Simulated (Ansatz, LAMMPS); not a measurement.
# Structural relaxation of glassy 57SiO2-43MgO (mol %) (59 atoms), part 2 of 3

How does glassy 57SiO2-43MgO (mol %) (59 atoms) relax, and what do bonds, charges and levels look like afterwards?

Ansatz 0.2.0; Kohn-Sham DFT, PBE, PAW (set soft_2), plane waves.

The cell: 13 Si, 10 Mg and 36 O. The quench rate of 5 K/ps far exceeds what a furnace or splat quench reaches. The starting topology of bonds comes from the classical model. Sampling is at Γ alone, for a cell whose shortest periodic width is 9 Å.

So far. Step 3 (Single point at the start): Neighbours are counted within 2.08 Å (O-Si), 2.52 Å (O-Mg).

## (4) Relaxation

The atoms are relaxed in the fixed cell, aiming at the force tolerance of the input.

Contents of input.yaml:

```yaml
crystal:
  lattice:
    - [9.06817, 0.0, 0.0]
    - [0.0, 9.06817, 0.0]
    - [0.0, 0.0, 9.06817]
  atoms:
    [... the 59 atom lines of step 3 ...]
kpoints:
  mp_grid: { grid: [1, 1, 1] }
hamiltonian:
  xc: pbe
scf:
  occupations: { method: fermi_dirac, width: 0.025 }
output:
  forces: true
relax:
  f_tol: 0.03
  max_steps: 200
```

Started as:

```
$ ansatz run input.yaml --threads 4 --pin off --max-ram 8192MiB --backend cpu --events-out ev --progress --plain --runs-dir out
```

Numbers of over 12 decimals in the logs are rounded to 6 here.

Output:

```text
[...]
Crystal: 59 atoms, lattice volume = 745.691 Å³
Basis set: ecut = 420 eV, 14531 PW (Γ), exchange–correlation on 128×128×128 points (8 copies of the dense FFT grid, shifted against one another)
Bands: 243, of which v1, the nominal top of the filled ones, is band 184 counted from 1 (183 counted from 0)
Symmetry: 1 space group operations
[...]
k-points: 1
[...]
SCF iter   1: F=—  HF=-47994.588954 eV  |F-HF|=—  |Δ(HF+E_count)|=         —  Δρ=2.17e-3  dr2=4.24e-2  ethr=1.77e-3  ⟨swp⟩=6.0  Hψ=1080  notcnv=0  defer=22
[...]
SCF iter   6: F=-47994.590270 eV  HF=-47994.590271 eV  |F-HF|=8.85e-7  |Δ(HF+E_count)|=   5.27e-6  Δρ=2.96e-5  dr2=5.81e-6  ethr=6.11e-9  ⟨swp⟩=4.0  Hψ=758  notcnv=0
SCF 1 converged in 6 iterations: F = -47994.590270 eV  dr2 = 5.81e-6
[...]
relax step   1: F+E_penalty+E_count = -47994.59026965 eV  Δ(F+E_penalty+E_count) = +0.000e0 eV  max|allowed force component| = 4.844e0 eV/Å  Δτ_max = 0.0000 Å  (6 SCF iters, dr2 threshold 2.25e-5 eV, accepted)
[...]
relax step   2: F+E_penalty+E_count = -47997.58194556 eV  Δ(F+E_penalty+E_count) = -2.992e0 eV  max|allowed force component| = 2.458e0 eV/Å  Δτ_max = 0.1289 Å  (6 SCF iters, dr2 threshold 1.00e-4 eV, accepted)
[...]
relax step   3: F+E_penalty+E_count = -47999.17116125 eV  Δ(F+E_penalty+E_count) = -1.589e0 eV  max|allowed force component| = 7.431e-1 eV/Å  Δτ_max = 0.2000 Å  (6 SCF iters, dr2 threshold 1.00e-4 eV, accepted)
relax step   4: F+E_penalty+E_count = -47999.42843092 eV  Δ(F+E_penalty+E_count) = -2.573e-1 eV  max|allowed force component| = 2.828e-1 eV/Å  Δτ_max = 0.2000 Å  (7 SCF iters, dr2 threshold 5.05e-5 eV, accepted)
relax step   5: F+E_penalty+E_count = -47999.48951225 eV  Δ(F+E_penalty+E_count) = -6.108e-2 eV  max|allowed force component| = 7.485e-2 eV/Å  Δτ_max = 0.1360 Å  (7 SCF iters, dr2 threshold 7.31e-6 eV, accepted)
[...]
relax step   6: F+E_penalty+E_count = -47999.49409436 eV  Δ(F+E_penalty+E_count) = -4.582e-3 eV  max|allowed force component| = 2.325e-2 eV/Å  Δτ_max = 0.0238 Å  (7 SCF iters, accepted)
SCF converged after 7 iterations
Free energy (F): -47999.494094 eV
[...]
Internal energy: -47999.494094 eV  (E = F + TS)
E sigma→0 (E₀):  -47999.494094 eV
Fermi energy:    5.981998 eV
[...]
--- Forces (eV/Å), atoms counted from 1 ---
  atom   1  Si    -0.00169522    -0.00322357     0.00657553
  atom   2  Si     0.00294619    -0.01487710     0.01173360
  atom   3  Si    -0.00917179    -0.00259545    -0.00471291
  atom   4  Si    -0.00485743    -0.00888135     0.00084263
  atom   5  Si    -0.00708867    -0.01153011     0.00062280
  atom   6  Si    -0.00760664    -0.00901030    -0.00152143
  atom   7  Si     0.00338959     0.00198987    -0.00321016
  atom   8  Si     0.00644218    -0.00257253    -0.00636476
  atom   9  Si    -0.00106557     0.00844930    -0.02324602
  atom  10  Si    -0.00282992     0.00380455    -0.01836057
  atom  11  Si     0.00573186    -0.00683143     0.00300354
  atom  12  Si    -0.00069074    -0.00061561    -0.00090317
  atom  13  Si    -0.00661836     0.00460371     0.00369124
  atom  14  Mg     0.00147449     0.00395518     0.00322422
[...]
atom  58  O     -0.00336585     0.00911721     0.00038309
  atom  59  O      0.00231967    -0.00328460    -0.01115048
  max |Σ_I F_I| component: 2.07e-4 eV/Å
--- Relaxed structure (6 steps of the walk, 6 accepted, 0 SCFs on fresh bases) ---
  F+E_penalty+E_count = -47999.49409436 eV   max|allowed force component| = 2.325e-2 eV/Å
  atoms:
    - { symbol: Si, position: [0.286459, 0.053553, 0.225455] }
    - { symbol: Si, position: [0.236061, 0.594898, 0.168485] }
    - { symbol: Si, position: [0.840410, 0.680168, 0.328662] }
    - { symbol: Si, position: [0.00948116, 0.543792, 0.617241] }
[...]
- { symbol: O, position: [0.249875, 0.016329, 0.400859] }
```

Run time: 11 s. Hardware: 4 threads of Intel Xeon 6975P-C (Granite Rapids), shared host; peak memory 0.89 GiB; 39 s of CPU time.

The steps of the relaxation:

| step | energy less that of the first step (eV) | largest force component (eV/Å) |
| --- | --- | --- |
| 1 | 0.0000 | 4.8437 |
| 2 | -2.9917 | 2.4582 |
| 3 | -4.5809 | 0.7431 |
| 4 | -4.8382 | 0.2828 |
| 5 | -4.8992 | 0.0748 |
| 6 | -4.9038 | 0.0232 |

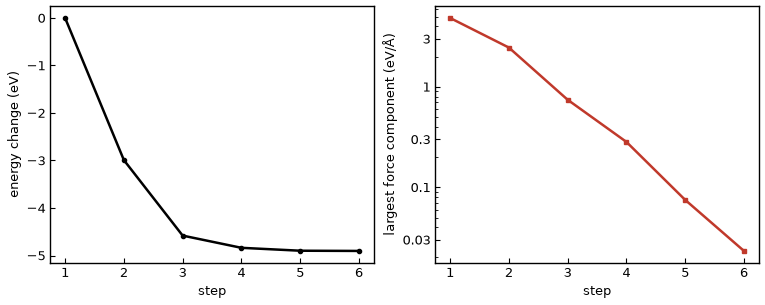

Energy and largest force along the relaxation.

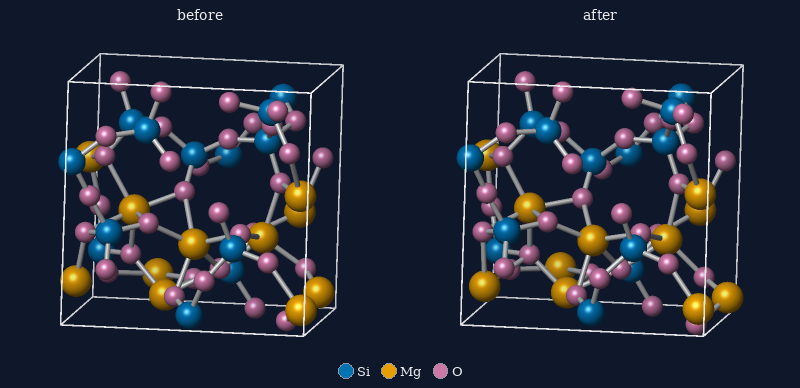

Before and after, at one scale. Bonds to atoms that aren't drawn are left out.

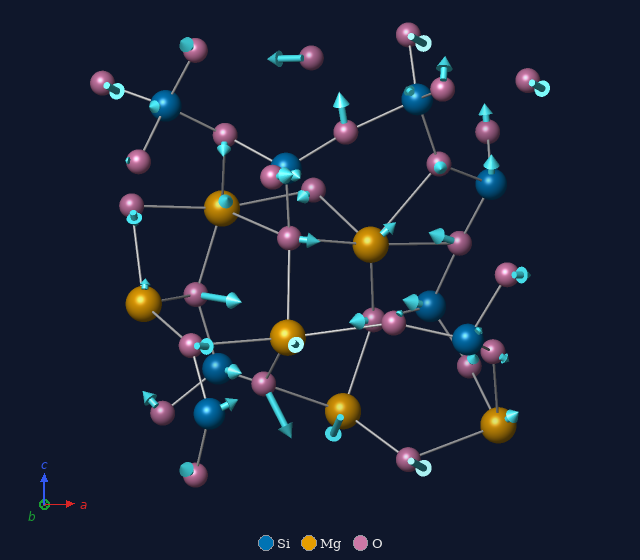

Displacements in the relaxation, exaggerated; the longest in the cell stands for 0.42 Å. Drawn is a slice 6 Å thick, seen along the normal of the ac plane. Bonds to atoms that aren't drawn are left out.

The atoms that moved most (Å):

| atom | dx | dy | dz | length |
| --- | --- | --- | --- | --- |
| O56 | 0.140 | 0.384 | -0.098 | 0.420 |
| Mg23 | -0.043 | 0.330 | -0.183 | 0.380 |
| O59 | 0.246 | -0.282 | -0.022 | 0.375 |
| O49 | 0.158 | -0.027 | -0.313 | 0.352 |
| O48 | -0.252 | -0.105 | -0.220 | 0.351 |
| O30 | -0.234 | 0.153 | -0.019 | 0.280 |
| O51 | 0.127 | 0.231 | -0.083 | 0.276 |
| O29 | -0.011 | -0.068 | -0.264 | 0.272 |

The relaxation changed the energy by -83.1 meV/atom, and atoms moved by 0.19 Å r.m.s., 0.42 Å at most.

## (5) Structure statistics after relaxation

Bonds before and after, by the cutoffs listed below:

| pair | bonds before | bonds after | mean before (Å) | mean after (Å) | spread before (Å) | spread after (Å) |
| --- | --- | --- | --- | --- | --- | --- |
| O-Si | 52 | 52 | 1.614 | 1.643 | 0.055 | 0.031 |
| O-Mg | 47 | 49 | 2.122 | 2.093 | 0.128 | 0.112 |

Density 2.64 g/cm³, 12.64 Å³ an atom.

g(r), total and by pair (bins of 0.2 Å):

| r (Å) | total | O-O | O-Si | O-Mg | Si-Si | Si-Mg | Mg-Mg |
| --- | --- | --- | --- | --- | --- | --- | --- |
| 1.50 | 0.34 | 0.00 | 1.28 | 0.00 | 0.00 | 0.00 | 0.00 |
| 1.70 | 2.95 | 0.00 | 10.98 | 0.00 | 0.00 | 0.00 | 0.00 |
| 1.90 | 0.57 | 0.00 | 0.00 | 2.76 | 0.00 | 0.00 | 0.00 |
| 2.10 | 1.16 | 0.00 | 0.00 | 5.60 | 0.00 | 0.00 | 0.00 |
| 2.30 | 0.16 | 0.00 | 0.00 | 0.79 | 0.00 | 0.00 | 0.00 |
| 2.50 | 0.53 | 1.28 | 0.10 | 0.13 | 0.00 | 0.00 | 0.00 |
| 2.70 | 1.68 | 4.01 | 0.09 | 0.22 | 0.00 | 1.54 | 0.00 |
| 2.90 | 0.81 | 1.25 | 0.07 | 0.30 | 1.21 | 1.36 | 3.54 |
| 3.10 | 0.89 | 1.05 | 0.00 | 0.43 | 2.92 | 2.84 | 1.85 |
| 3.30 | 0.95 | 0.93 | 0.82 | 0.39 | 1.95 | 1.49 | 3.29 |
| 3.50 | 1.00 | 0.67 | 1.02 | 1.06 | 0.00 | 2.83 | 1.45 |
| 3.70 | 0.74 | 0.57 | 1.28 | 0.66 | 0.26 | 0.35 | 0.45 |
| 3.90 | 1.20 | 0.69 | 2.02 | 1.73 | 0.23 | 0.45 | 0.00 |
| 4.10 | 1.17 | 0.85 | 1.99 | 1.33 | 0.20 | 0.28 | 0.70 |
| 4.30 | 1.16 | 0.87 | 1.28 | 1.28 | 3.04 | 0.72 | 0.64 |

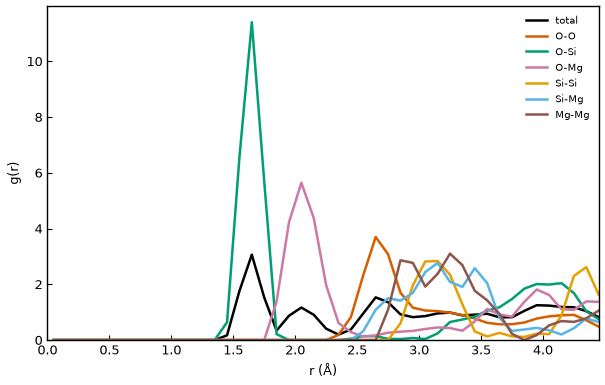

Pair distribution functions, lightly smoothed.

Bonds by pair of elements; cutoffs follow the first minimum of g(r), held within bounds set by covalent radii, and pairs that aren't listed don't count as bonded:

| pair A-B | cutoff (Å) | bonds | mean length (Å) | spread (Å) | shortest (Å) | B about A | A about B |
| --- | --- | --- | --- | --- | --- | --- | --- |
| O-Si | 2.08 | 52 | 1.64 | 0.031 | 1.59 | 1.44 | 4 |
| O-Mg | 2.58 | 49 | 2.09 | 0.112 | 1.92 | 1.36 | 4.9 |

How many atoms have how many bonded neighbours:

| element | mean | 2 | 3 | 4 | 5 |
| --- | --- | --- | --- | --- | --- |
| Mg | 4.9 | 0 | 0 | 1 | 9 |
| O | 2.81 | 12 | 19 | 5 | 0 |
| Si | 4 | 0 | 0 | 13 | 0 |

Bond angles, per cent of each kind in bins of 5°:

| angle (°) | O-Mg-O | O-Si-O | Mg-O-Si | Mg-O-Mg | Si-O-Si |
| --- | --- | --- | --- | --- | --- |
| 65–70 | 2.1 | 0.0 | 0.0 | 0.0 | 0.0 |
| 70–75 | 9.4 | 0.0 | 0.0 | 0.0 | 0.0 |
| 75–80 | 7.3 | 0.0 | 0.0 | 0.0 | 0.0 |
| 80–85 | 9.4 | 0.0 | 3.7 | 6.9 | 0.0 |
| 85–90 | 4.2 | 0.0 | 5.6 | 17.2 | 0.0 |
| 90–95 | 12.5 | 1.3 | 11.1 | 20.7 | 0.0 |
| 95–100 | 6.2 | 6.4 | 7.4 | 10.3 | 0.0 |
| 100–105 | 10.4 | 17.9 | 1.8 | 13.8 | 0.0 |
| 105–110 | 4.2 | 25.6 | 13.0 | 10.3 | 0.0 |
| 110–115 | 4.2 | 35.9 | 11.1 | 0.0 | 0.0 |
| 115–120 | 5.2 | 9.0 | 1.8 | 10.3 | 0.0 |
| 120–125 | 2.1 | 1.3 | 7.4 | 0.0 | 6.2 |
| 125–130 | 3.1 | 2.6 | 5.6 | 3.5 | 12.5 |
| 130–135 | 1.0 | 0.0 | 5.6 | 0.0 | 12.5 |
| 135–140 | 2.1 | 0.0 | 1.8 | 0.0 | 12.5 |
| 140–145 | 6.2 | 0.0 | 9.3 | 0.0 | 6.2 |
| 145–150 | 1.0 | 0.0 | 5.6 | 3.5 | 12.5 |
| 150–155 | 2.1 | 0.0 | 5.6 | 0.0 | 6.2 |
| 155–160 | 2.1 | 0.0 | 3.7 | 0.0 | 12.5 |
| 160–165 | 2.1 | 0.0 | 0.0 | 0.0 | 0.0 |
| 165–170 | 2.1 | 0.0 | 0.0 | 0.0 | 6.2 |
| 170–175 | 1.0 | 0.0 | 0.0 | 3.5 | 12.5 |

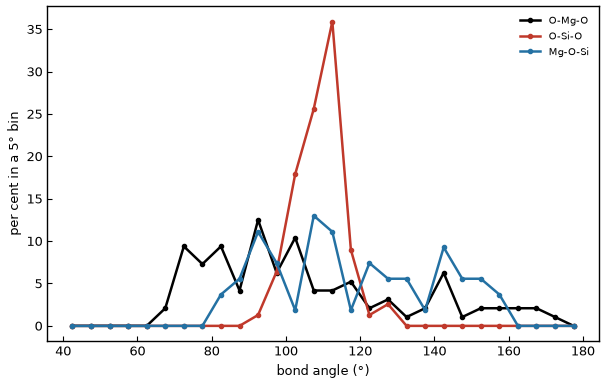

Distributions of the most common bond angles.

Bond angles (no mean is given where the spread exceeds 20°):

| angle | count | mean (°) | spread (°) |
| --- | --- | --- | --- |
| O-Mg-O | 96 | - | - |
| O-Si-O | 78 | 109 | 6.4 |
| Mg-O-Si | 54 | - | - |
| Mg-O-Mg | 29 | 103 | 19.2 |
| Si-O-Si | 16 | 146 | 16.5 |

Oxygen atoms by the number of network formers (Si, P, Ge, B, Al, As, Ga) bound to them:

| network formers bound to O | O atoms | per cent |
| --- | --- | --- |
| 0 | 0 | 0 |
| 1 | 20 | 55.6 |
| 2 | 16 | 44.4 |

Network units: each former by its oxygen neighbours and how many of them bridge to another former:

| former | O neighbours | bridging O | atoms |
| --- | --- | --- | --- |
| Si | 4 | 0 | 1 |
| Si | 4 | 1 | 2 |
| Si | 4 | 2 | 2 |
| Si | 4 | 3 | 6 |
| Si | 4 | 4 | 2 |

Bond length by coordination (bonds to H left out):

| element | coordination | atoms | mean bond length (Å) |
| --- | --- | --- | --- |
| Mg | 4 | 1 | 2.05 |
| Mg | 5 | 9 | 2.10 |
| O | 2 | 12 | 1.65 |
| O | 3 | 19 | 1.90 |
| O | 4 | 5 | 2.02 |

Rings of the network by King's shortest-path rule, up to 12 atoms, one path for each pair of neighbours; H, halogens, alkali and alkaline-earth atoms are left out, and the last column divides by all other atoms, bonded or not:

| ring size (atoms) | rings | per network atom |
| --- | --- | --- |
| 8 | 1 | 0.02 |
| 12 | 1 | 0.02 |

For some of the pairs, g(r) has its first main peak near 2.7 Å (O-O), 1.6 Å (O-Si), 2.1 Å (O-Mg) and 3.1 Å (Si-Si). With the cutoffs above, 90 % of Mg atoms have 5, 53 % of O atoms have 3 and all Si atoms have 4 bonded neighbours. 44 % of the oxygens bridge two formers (Si) and 56 % are non-bridging. The commonest Si unit has 4 oxygens, 3 of them shared with other formers (6 of 13 atoms). Rings of 8 and 12 atoms are the most common (50 % each of those counted); sizes run from 8 to 12, where the search stops.

(Continued in part 3 of 3.)

[Logs are printed without paths, hosts, clocks, repeated set-up lines and the standing remarks that a program may print on its own settings, such as how far it seeks lower states.]

[Hosts, paths, dates, database ids (printed as entryN), source tags and the programs' standing remarks are cut or masked in the printed files.]
